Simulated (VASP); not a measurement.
# MgO (Periclase): structure and properties in VASP

How well does PBEsol + D3(BJ) reproduce what experiment finds for MgO (Periclase)? The cell is relaxed first, and properties follow on it. The steps: full relaxation (PBEsol + D3(BJ)), second relaxation, density, ELF and potential (PBEsol + D3(BJ)), bands along the symmetry lines (PBEsol + D3(BJ)), total and projected DOS (PBEsol + D3(BJ)), zone-centre phonons (PBEsol + D3(BJ)) and response to an electric field (PBEsol + D3(BJ)). The start is a cell from a database of measured crystal structures.

Program: VASP 6.6.1. Level of theory: PBEsol with D3(BJ); plane waves and PAW (Mg, O). Results are calculated unless marked as measured.

Experimental background.

“Disentangling orbital and spin exchange interactions for Co2+ on a rocksalt lattice” (2018, arxiv:1807.05012) reports for MgO, rocksalt, by powder X-ray diffraction (polycrystalline end member, 300 K): lattice constant a (cubic cell parameter) 4.2118 ± 0.0001 Å [room-temperature value].

For MgO, rocksalt (bulk crystal), “Electronic structure of alkaline earth and post-transition metal oxides” (2009, arxiv:0908.1581) quotes earlier work: band gap (literature experimental gap) 7.83 eV [Literature value based on experiment; other listed experimental values range from 7.7 to …].

For MgO, rocksalt (wedged single crystal slab, 295 K), “Infrared Optical Properties of Ferropericlase (Mg1-xFexO): Experiment and Theory” (2007, arxiv:0704.2267) gives, by infrared reflectance, oscillator fit: infrared mode (TO phonon at Gamma (T1u)) 396.5 cm⁻¹.

The database entry behind the starting cell differs from later determinations by our own check (about 0.1 % long), so it need not match the best structure at ambient conditions.

## 1. Set-up

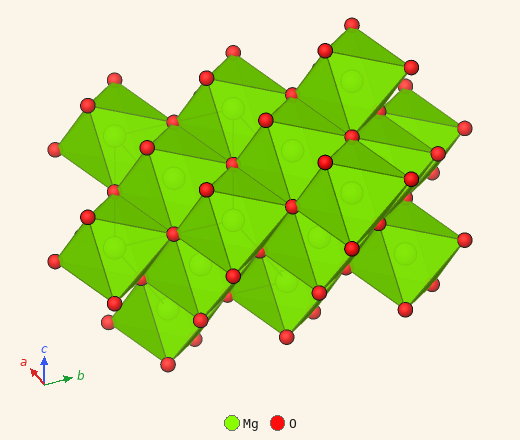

The cell as given, from a free direction (magnesium green, oxygen red). 1×2×1 cells are drawn. This picture shows the conventional cell, with its axes. Some periodic images of atoms are drawn too.

## 2. Full relaxation (PBEsol + D3(BJ))

Properties are meant for the cell that this level of theory prefers, so cell and atoms are relaxed first (ISIF = 3) until forces and stress are small; EDIFFG sets the threshold. PBEsol restores the gradient expansion of exchange and is tuned for the cells of solids. A dispersion term adds the long-range attraction that semilocal functionals lack. D3 with Becke-Johnson damping keeps a finite attraction at short range.

File INCAR:

```
SYSTEM = MgO
PREC = Accurate
ENCUT = 520
EDIFF = 1E-06
NELM = 100
ISMEAR = 0
SIGMA = 0.05
LREAL = .FALSE.
ALGO = Normal
GGA = PS
IVDW = 12
NBANDS = 10
LORBIT = 11
LWAVE = .FALSE.
LCHARG = .FALSE.
KPAR = 2
IBRION = 2
NSW = 60
ISIF = 3
EDIFFG = -0.01
```

File POSCAR:

```
MgO
1.0
    0.0000000000      2.1085000000      2.1085000000
    2.1085000000      0.0000000000      2.1085000000
    2.1085000000      2.1085000000      0.0000000000
Mg O
1 1
Direct
    0.0000000000      0.0000000000      0.0000000000
    0.5000000000      0.5000000000      0.5000000000
```

File KPOINTS:

```
Automatic mesh
0
Gamma
11 11 11
0 0 0
```

The projector-augmented-wave data sets are Mg and O (PBE family, release 64).

Started as:

```sh
> mpirun -np 2 vasp_std
```

What it wrote:

```text
[banner, memory and clock lines left out]
running    2 mpi-ranks, on    1 nodes
 distrk:  each k-point on    1 cores,    2 groups
 distr:  one band on    1 cores,    1 groups

 POSCAR found type information on POSCAR MgO
 POSCAR found :  2 types and       2 ions
|                                                                             |
|               ----> ADVICE to this user running VASP <----                  |
|                                                                             |
|     You enforced a specific xc type in the INCAR file but a different       |
|     [... a line on the potential file left out ...]
|     I HOPE YOU KNOW WHAT YOU ARE DOING!                                     |
|                                                                             |

 LDA part: xc-table for (Slater+PW92), standard interpolation
 POSCAR, INCAR and KPOINTS ok, starting setup
 FFT: planning ... GRIDC
 FFT: planning ... GRID_SOFT
 FFT: planning ... GRID
 WAVECAR not read
 entering main loop
       N       E                     dE             d eps       ncg     rms          rms(c)
DAV:   1     0.124283620815E+02    0.12428E+02   -0.47982E+03  1290   0.716E+02
DAV:   2    -0.133752167683E+02   -0.25804E+02   -0.25107E+02  1268   0.137E+02
DAV:   3    -0.138959643013E+02   -0.52075E+00   -0.52042E+00  1316   0.175E+01
DAV:   4    -0.138972329181E+02   -0.12686E-02   -0.12686E-02  1252   0.956E-01
DAV:   5    -0.138972370034E+02   -0.40853E-05   -0.40853E-05  1246   0.541E-02    0.666E+00
DAV:   6    -0.125497866411E+02    0.13475E+01   -0.78987E+00  1144   0.165E+01    0.221E+00
DAV:   7    -0.125259710816E+02    0.23816E-01   -0.45676E-02  1204   0.213E+00    0.129E+00
DAV:   8    -0.125126075380E+02    0.13364E-01   -0.22663E-02  1134   0.187E+00    0.197E-01
DAV:   9    -0.125124148227E+02    0.19272E-03   -0.22317E-04  1282   0.116E-01    0.133E-01
DAV:  10    -0.125123520896E+02    0.62733E-04   -0.37951E-04  1206   0.158E-01    0.553E-03
DAV:  11    -0.125123531160E+02   -0.10264E-05   -0.39862E-06  1194   0.152E-02    0.323E-03
DAV:  12    -0.125123535788E+02   -0.46281E-06   -0.96423E-08   624   0.363E-03
   1 F= -.13009493E+02 E0= -.13009493E+02  d E =-.130095E+02
 curvature:   0.00 expect dE= 0.000E+00 dE for cont linesearch  0.000E+00
 trial: gam= 0.00000 g(F)=  0.751E-62 g(S)=  0.267E-01 ort = 0.000E+00 (trialstep = 0.100E+01)
 search vector abs. value=  0.267E-01
 bond charge predicted
       N       E                     dE             d eps       ncg     rms          rms(c)
DAV:   1    -0.126030368455E+02   -0.90684E-01   -0.21157E+00  1142   0.126E+01    0.244E+00
DAV:   2    -0.124991996562E+02    0.10384E+00   -0.64258E-01  1150   0.503E+00    0.260E-01
DAV:   3    -0.124984202475E+02    0.77941E-03   -0.68623E-03  1164   0.851E-01    0.147E-01
DAV:   4    -0.124979384647E+02    0.48178E-03   -0.55643E-04  1196   0.205E-01    0.413E-02
DAV:   5    -0.124979276973E+02    0.10767E-04   -0.86865E-05  1170   0.619E-02    0.897E-03
DAV:   6    -0.124979271280E+02    0.56923E-06   -0.13341E-06   616   0.847E-03
   2 F= -.13018081E+02 E0= -.13018081E+02  d E =-.858741E-02
 trial-energy change:   -0.008587  1 .order   -0.008253   -0.026657    0.010151
 step:   0.7348(harm=  0.7242)  dis= 0.00000  next Energy=   -13.019420 (dE=-0.993E-02)
 bond charge predicted
       N       E                     dE             d eps       ncg     rms          rms(c)
DAV:   1    -0.125129254647E+02   -0.14998E-01   -0.14789E-01  1146   0.330E+00    0.648E-01
DAV:   2    -0.125055982764E+02    0.73272E-02   -0.46098E-02  1146   0.135E+00    0.646E-02
DAV:   3    -0.125055489293E+02    0.49347E-04   -0.45256E-04  1162   0.216E-01    0.367E-02
DAV:   4    -0.125055136165E+02    0.35313E-04   -0.38220E-05  1178   0.548E-02    0.108E-02
DAV:   5    -0.125055117176E+02    0.18989E-05   -0.60894E-06  1088   0.162E-02    0.232E-03
DAV:   6    -0.125055117568E+02   -0.39200E-07   -0.10695E-07   576   0.231E-03
   3 F= -.13019436E+02 E0= -.13019436E+02  d E =-.994278E-02
 curvature:  -0.36 expect dE=-0.101E-07 dE for cont linesearch -0.101E-07
 trial: gam= 0.00000 g(F)=  0.483E-60 g(S)=  0.279E-07 ort =-0.273E-04 (trialstep = 0.947E+00)
 search vector abs. value=  0.280E-07
 reached required accuracy - stopping structural energy minimisation
```

Wall time 29 s (2 MPI ranks of AMD EPYC 7R43, shared host); peak memory 0.26 GiB; 54 s of CPU time.

Lines that name or quote the potential files are left out of all logs, and their timing lines are given in words.

OUTCAR, selected parts (step 2):

```text
ion  position               nearest neighbor table
   1  0.000  0.000  0.000-   2 2.11   2 2.11   2 2.11   2 2.11   2 2.11   2 2.11
   2  0.500  0.500  0.500-   1 2.11   1 2.11   1 2.11   1 2.11   1 2.11   1 2.11

  LATTYP: Found a face centered cubic cell.
 ALAT       =     4.2170000000

 Subroutine GETGRP returns: Found 48 space group operations
 (whereof 48 operations were pure point group operations)

The static configuration has the point symmetry O_h .

 Found     56 irreducible k-points:

   k-points           NKPTS =     56   k-points in BZ     NKDIM =     56   number of bands    NBANDS=     10

   dimension x,y,z NGX =    24 NGY =   24 NGZ =   24
   dimension x,y,z NGXF=    48 NGYF=   48 NGZF=   48

   ENCUT  =  520.0 eV  38.22 Ry    6.18 a.u.   5.54  5.54  5.54*2*pi/ulx,y,z

   NELECT =       8.0000    total number of electrons

 k-points in reciprocal lattice and weights: Automatic mesh
   0.00000000  0.00000000  0.00000000       0.001
   0.09090909  0.00000000  0.00000000       0.006
   0.18181818  0.00000000  0.00000000       0.006
   0.27272727  0.00000000  0.00000000       0.006
   0.36363636  0.00000000  0.00000000       0.006
   0.45454545  0.00000000  0.00000000       0.006
   0.09090909  0.09090909  0.00000000       0.005
   0.18181818  0.09090909  0.00000000       0.018
   0.27272727  0.09090909  0.00000000       0.018
[...]
-0.36363636  0.45454545  0.18181818       0.018
  -0.27272727  0.45454545  0.18181818       0.018

 Edisp (eV)   -0.52015

 average (electrostatic) potential at core
       1 -34.3482       2 -69.3454

 E-fermi :   3.5823

 k-point     1 :       0.0000    0.0000    0.0000
  band No.  band energies     occupation
      1     -14.0711      2.00000
      2       3.2877      2.00000
      3       3.2877      2.00000
      4       3.2877      2.00000
      5       8.2067      0.00000
      6      19.0801      0.00000
      7      19.0801      0.00000
      8      19.0801      0.00000
      9      22.9994      0.00000
    ...

 k-point     2 :       0.0909    0.0000    0.0000
  band No.  band energies     occupation
      1     -13.9772      2.00000
      2       2.7227      2.00000
      3       3.2275      2.00000
      4       3.2275      2.00000
      5       8.7406      0.00000
      6      17.9704      0.00000
      7      19.2914      0.00000
      8      19.2914      0.00000
      9      24.3208      0.00000
    ...

 k-point     3 :       0.1818    0.0000    0.0000
  band No.  band energies     occupation
      1     -13.7141      2.00000
      2       1.5146      2.00000
      3       3.0707      2.00000
      4       3.0707      2.00000
      5       9.8128      0.00000
      6      16.5297      0.00000
      7      19.7713      0.00000
      8      19.7713      0.00000
      9      23.6093      0.00000
    ...

 Edisp (eV)   -0.51392

  Total       0.00062     0.00062     0.00062     0.00000    -0.00000     0.00000
  in kB       0.05478     0.05478     0.05478     0.00000    -0.00000     0.00000
  external pressure =        0.05 kB  Pullay stress =        0.00 kB

  energy-cutoff  :      520.00
  volume of cell :       18.15
      direct lattice vectors                 reciprocal lattice vectors
    -0.000000000  2.085816386  2.085816386    -0.239714293  0.239714293  0.239714293
     2.085816386 -0.000000000  2.085816386     0.239714293 -0.239714293  0.239714293
     2.085816386  2.085816386  0.000000000     0.239714293  0.239714293 -0.239714293

 POSITION                                       TOTAL-FORCE (eV/Angst)
 -----------------------------------------------------------------------------------
      0.00000      0.00000      0.00000        -0.000000     -0.000000     -0.000000
      2.08582      2.08582      2.08582         0.000000      0.000000      0.000000
 -----------------------------------------------------------------------------------
    total drift:                               -0.000000     -0.000000      0.000000

  FREE ENERGIE OF THE ION-ELECTRON SYSTEM (eV)
  ---------------------------------------------------
  free  energy   TOTEN  =       -13.0194361400 eV

  energy  without entropy=      -13.0194361400  energy(sigma->0) =      -13.01943614

 reached required accuracy - stopping structural energy minimisation

 total charge
# of ion       s       p       d       tot
------------------------------------------
    1        0.154   0.191   0.086   0.431
    2        1.537   3.558   0.000   5.095
--------------------------------------------------
tot          1.691   3.749   0.086   5.526

[... 3 further parts left out ...]
```

The gap is read on the k-mesh alone, so it is an upper bound where the band edges lie off the mesh. The PAW data sets were made with PBE, which is usual practice but a small mismatch for other functionals. The run keeps the 48 symmetry operations of its start, so it cannot find a distortion of lower symmetry.

The steps of the relaxation:

```
step  energy less that of the first step (eV)  largest force (eV/Å)  pressure (GPa)  volume (Å³)
   1                                   0.0000                0.0000           -5.19        18.75
   2                                  -0.0086                0.0000            2.06        17.94
   3                                  -0.0099                0.0000            0.01        18.15
```

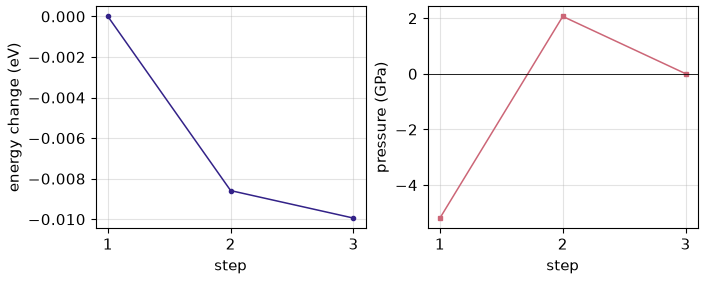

Energy and pressure along the relaxation.

```
conventional cell, symmetrised  before  after  change
                         a (Å)   4.217  4.172  -1.1 %
                         b (Å)   4.217  4.172  -1.1 %
                         c (Å)   4.217  4.172  -1.1 %
              volume (Å³/atom)    9.37   9.07  -3.2 %
```

Final coordinates:

```
Mg O
1.0
     0.00000    2.08582    2.08582
     2.08582    0.00000    2.08582
     2.08582    2.08582    0.00000
Mg O
1 1
Cartesian
  0.0000 0.0000 0.0000
  2.0858 2.0858 2.0858
```

This step gave:

| Quantity | Value |
| --- | --- |
| electrons | 8 |
| bands | 10 |
| irreducible k-points | 56 |
| symmetry operations | 48 |
| free energy (TOTEN) | -13.02 eV |
| Fermi energy | 3.582 eV |
| pressure | 0.005478 GPa |
| metallic | no |
| valence top at k | 0, 0, 0 |
| conduction bottom at k | 0, 0, 0 |
| least direct gap at k | 0, 0, 0 |
| SCF cycles over all ionic steps | 24 |
| gap on the k-mesh | 4.919 eV |
| least direct gap on the k-mesh | 4.919 eV |

It ends with forces that vanish by symmetry and a pressure of 0.01 GPa. The volume lies -3.2 % from that of the database's start, which holds the thermal and zero-point expansion of its experiment.

## 3. Second relaxation

The basis stayed that of the start cell while the cell moved. A rerun from the cell reached resets it; the error of the finite cutoff stays.

INCAR is that of step 2.

File POSCAR:

```
MgO
1.0
    0.0000000000      2.0858163861      2.0858163861
    2.0858163861      0.0000000000      2.0858163861
    2.0858163861      2.0858163861      0.0000000000
Mg O
1 1
Direct
    0.0000000000      0.0000000000      0.0000000000
    0.5000000000      0.5000000000      0.5000000000
```

KPOINTS is that of step 2.

Started as:

```sh
> mpirun -np 2 vasp_std
```

What it wrote:

```text
[banner, memory and clock lines left out]
running    2 mpi-ranks, on    1 nodes
 distrk:  each k-point on    1 cores,    2 groups
 distr:  one band on    1 cores,    1 groups

 POSCAR found type information on POSCAR MgO
 POSCAR found :  2 types and       2 ions
 [... a notice as in an earlier step ...]

 LDA part: xc-table for (Slater+PW92), standard interpolation
 POSCAR, INCAR and KPOINTS ok, starting setup
 FFT: planning ... GRIDC
 FFT: planning ... GRID_SOFT
 FFT: planning ... GRID
 WAVECAR not read
 entering main loop
       N       E                     dE             d eps       ncg     rms          rms(c)
DAV:   1     0.125305754007E+02    0.12531E+02   -0.46675E+03  1280   0.714E+02
DAV:   2    -0.133488333882E+02   -0.25879E+02   -0.25454E+02  1276   0.139E+02
DAV:   3    -0.138969964477E+02   -0.54816E+00   -0.54772E+00  1294   0.182E+01
DAV:   4    -0.138983944659E+02   -0.13980E-02   -0.13980E-02  1248   0.102E+00
DAV:   5    -0.138983986822E+02   -0.42164E-05   -0.42164E-05  1260   0.544E-02    0.670E+00
DAV:   6    -0.125405808928E+02    0.13578E+01   -0.77070E+00  1144   0.166E+01    0.216E+00
DAV:   7    -0.125179561784E+02    0.22625E-01   -0.39818E-02  1194   0.204E+00    0.129E+00
DAV:   8    -0.125049419461E+02    0.13014E-01   -0.20427E-02  1138   0.180E+00    0.185E-01
DAV:   9    -0.125047780021E+02    0.16394E-03   -0.18982E-04  1282   0.107E-01    0.127E-01
DAV:  10    -0.125047266888E+02    0.51313E-04   -0.34283E-04  1206   0.149E-01    0.518E-03
DAV:  11    -0.125047277526E+02   -0.10638E-05   -0.43222E-06  1184   0.153E-02    0.309E-03
DAV:  12    -0.125047281652E+02   -0.41256E-06   -0.95454E-08   608   0.359E-03
   1 F= -.13018653E+02 E0= -.13018653E+02  d E =-.130187E+02
 curvature:   0.00 expect dE= 0.000E+00 dE for cont linesearch  0.000E+00
 trial: gam= 0.00000 g(F)=  0.286E-66 g(S)=  0.398E-07 ort = 0.000E+00 (trialstep = 0.100E+01)
 search vector abs. value=  0.399E-07
 reached required accuracy - stopping structural energy minimisation
```

Run time: 11 s. Hardware: 2 MPI ranks; peak memory 0.24 GiB; 20 s of CPU time.

From OUTCAR (step 3):

```text
  LATTYP: Found a face centered cubic cell.
 ALAT       =     4.1716327722

The static configuration has the point symmetry O_h .

 Found     56 irreducible k-points:

   ENCUT  =  520.0 eV  38.22 Ry    6.18 a.u.   5.48  5.48  5.48*2*pi/ulx,y,z

   NELECT =       8.0000    total number of electrons

 E-fermi :   3.5825

 k-point     1 :       0.0000    0.0000    0.0000
  band No.  band energies     occupation
      1     -14.0710      2.00000
      2       3.2879      2.00000
      3       3.2880      2.00000
      4       3.2880      2.00000
      5       8.2068      0.00000
      6      19.0801      0.00000
      7      19.0801      0.00000
      8      19.0801      0.00000
      9      22.9993      0.00000
    ...

 k-point     2 :       0.0909    0.0000    0.0000
  band No.  band energies     occupation
      1     -13.9768      2.00000
      2       2.7230      2.00000
      3       3.2278      2.00000
      4       3.2278      2.00000
      5       8.7409      0.00000
      6      17.9704      0.00000
      7      19.2913      0.00000
      8      19.2913      0.00000
      9      24.3210      0.00000
    ...

 Edisp (eV)   -0.51392

  Total       0.00074     0.00074     0.00074    -0.00000     0.00000    -0.00000
  in kB       0.06551     0.06551     0.06551    -0.00000     0.00000    -0.00000
  external pressure =        0.07 kB  Pullay stress =        0.00 kB

  energy-cutoff  :      520.00
  volume of cell :       18.15
      direct lattice vectors                 reciprocal lattice vectors
     0.000000000  2.085816386  2.085816386    -0.239714293  0.239714293  0.239714293
     2.085816386  0.000000000  2.085816386     0.239714293 -0.239714293  0.239714293
     2.085816386  2.085816386  0.000000000     0.239714293  0.239714293 -0.239714293

 POSITION                                       TOTAL-FORCE (eV/Angst)
 -----------------------------------------------------------------------------------
      0.00000      0.00000      0.00000         0.000000      0.000000      0.000000
      2.08582      2.08582      2.08582         0.000000     -0.000000     -0.000000
 -----------------------------------------------------------------------------------
    total drift:                               -0.000000     -0.000000      0.000000

  FREE ENERGIE OF THE ION-ELECTRON SYSTEM (eV)
  ---------------------------------------------------
  free  energy   TOTEN  =       -13.0186525484 eV

  energy  without entropy=      -13.0186525484  energy(sigma->0) =      -13.01865255

 total charge
# of ion       s       p       d       tot
------------------------------------------
    1        0.154   0.191   0.086   0.431
    2        1.538   3.558   0.000   5.096
--------------------------------------------------
tot          1.692   3.749   0.086   5.527

[... 5 parts as in an earlier step ...]

[... 6 further parts left out ...]
```

Little changed from the start: no atom moved by 0.005 Å and no cell edge by 0.1 %.

This step gave:

```yaml
fermi_energy: 3.583 eV
pressure: 0.006551 GPa
scf_cycles_over_all_ionic_steps: 12
```

It ends with forces that vanish by symmetry and a pressure of 0.01 GPa. The volume moved by under 0.01 %: the run met its threshold at the first step.

(Part 1 of 4 ends here.)

[Lines on the potential files, build, host, timing and source positions are cut from VASP's logs without a mark.]

[Logs are printed without paths, hosts, clocks, repeated set-up lines and the standing remarks that a program may print on its own settings, such as how far it seeks lower states.]

[Hosts, paths, dates, database ids (printed as entryN), source tags and the programs' standing remarks are cut or masked in the printed files.]

[Measured values are set beside computed ones only where the two were judged alike; some that the calculation misses by far are left out.]
